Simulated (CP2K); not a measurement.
Consider acetaldoxime at its PBE geometry (Å).

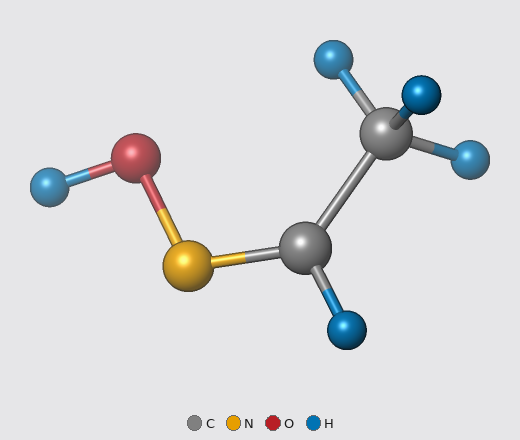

The molecule (carbon grey, nitrogen orange, oxygen red, hydrogen blue).

```xyz
9

C    -1.0515    0.2518    0.2427
C    -0.0231   -0.7821   -0.0902
N     1.2303   -0.6166   -0.3221
O     1.6043    0.7565   -0.2360
H    -0.6143    1.2533    0.2872
H    -1.8548    0.2451   -0.5094
H    -1.5219    0.0221    1.2107
H    -0.3249   -1.8317   -0.1540
H     2.5561    0.7015   -0.4289
```

Method: CP2K XAS_TDP, all-electron GAPW, PBEh(45%), aug-cc-pVDZ, TDA, GW2X-corrected core level, no relativity.

**Question.** Predict the bright core excitations at the N K edge.

Leading lines: N3 401.42 eV. The leading line of an atom is its first one with 35 % of the strongest within 2.5 eV of its lowest line over the strength cut. Core ionisation energies at this level: N3 407.28 eV.

The first six lines of each atom with a strength over 0.0015:

```
                  atom  energy (eV)  states  strength, one atom  above the computed threshold
N3 (bonded to C and O)       401.42       1              0.0553                              
                             403.90       1              0.0556                              
                             405.78       1              0.0048                              
                             406.58       1              0.0021                              
                             407.57       1              0.0032                           yes
                             408.70       1              0.0028                           yes
```

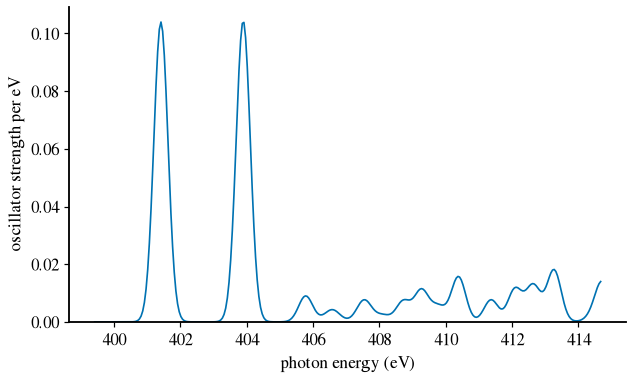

All atoms added, broadened by 0.5 eV.

Lines are vertical, at one geometry, with no vibrational structure. GW2X ionisation energies and lines can be off by 1 to 2 eV either way, and a good line position may hide errors that cancel. These values hold no scalar relativity, about 0.2 eV for N 1s. Rydberg lines, and the discretised continuum above threshold, depend on the basis and the box.

[Banner, clock and machine lines of the logs are left out without a mark of their own.]

[Logs are printed without paths, hosts, clocks, repeated set-up lines and the standing remarks that a program may print on its own settings, such as how far it seeks lower states.]

[Hosts, paths, dates, database ids (printed as entryN), source tags and the programs' standing remarks are cut or masked in the printed files.]
